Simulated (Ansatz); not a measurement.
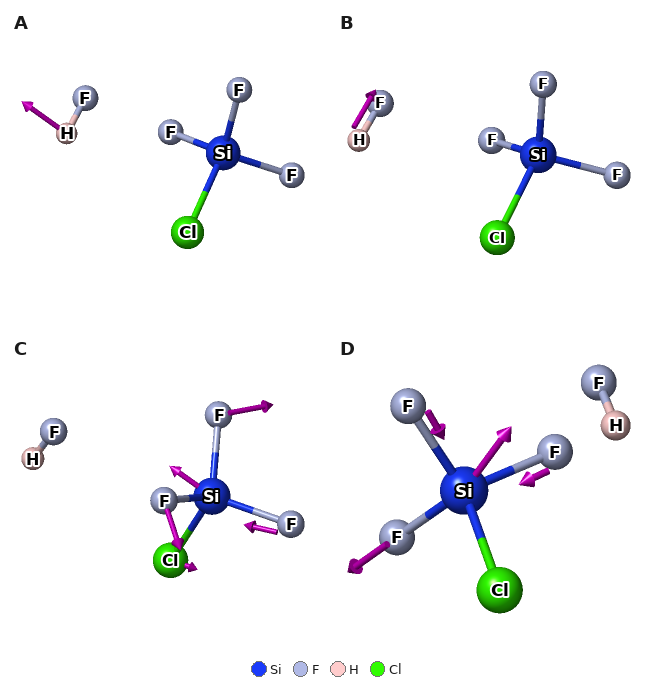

4 normal modes of one molecule or complex, as arrows. Harmonic vibrations computed with RKS PBE0-D4/def2-TZVP (Ansatz 0.2.0) at a stationary point of the same level.

Question: Match the panels to the wavenumbers 149 cm⁻¹, 334 cm⁻¹, 1006 cm⁻¹, 4136 cm⁻¹.

Answer: A: 149 cm⁻¹
B: 4136 cm⁻¹, F–H stretching
C: 334 cm⁻¹, F–Si–F bending
D: 1006 cm⁻¹, out-of-phase stretching of 3 F–Si bonds
